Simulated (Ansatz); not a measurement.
**Be: pressure series**

The reference is Be in the bcc (W type) structure (space group Im-3m, No. 229; a = 2.493 Å; a cell from a computed database, its experimental status unchecked).

Cell and atoms are relaxed at each pressure.

Calculations: plane-wave PAW DFT at the PBEsol level (Ansatz, an electronic-structure program, 420 eV), no spin-orbit coupling.

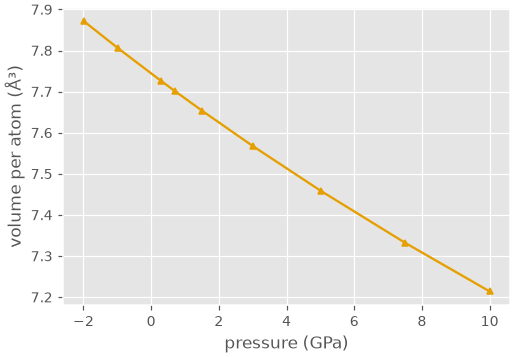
Figure: Volume against pressure

Q: Estimate the zero-pressure bulk modulus from the plot.

A: About 130 GPa; a third-order Birch–Murnaghan fit to the points gives V₀ = 7.74 Å³/atom, B₀ = 125 GPa and B₀′ = 3.3.

Load acts through the strain it causes; cell and atoms are relaxed under it. Whether these cells are dynamically stable was not tested. No other phases were tried under pressure. This is not the structure that Be has at room temperature and ambient pressure.
